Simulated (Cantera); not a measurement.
Feed: 1 mol B2H6, 23 mol N2, equilibrated at 1727 °C.

Equilibrium computed with Cantera from the NASA thermochemical tables; the gas is ideal and each condensed phase is pure. Candidate condensed phases: B, BN; 15 gas species. The feed counts by its element totals alone. The tables' values for BH2 are old estimates; treat these amounts as uncertain. Equilibrium is a limit: real reactors are often held back by kinetics, nucleation or transport.

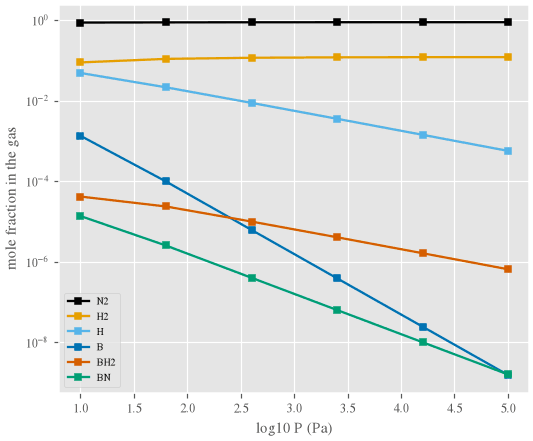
Figure: Equilibrium gas composition (values under 1e-9 drawn at 1e-9)

Problem. Read off the mole fractions at 100000 Pa.

Solution. N2 about 0.88, H2 about 0.12, H about 0.00056, BH2 about 6.5e-7.
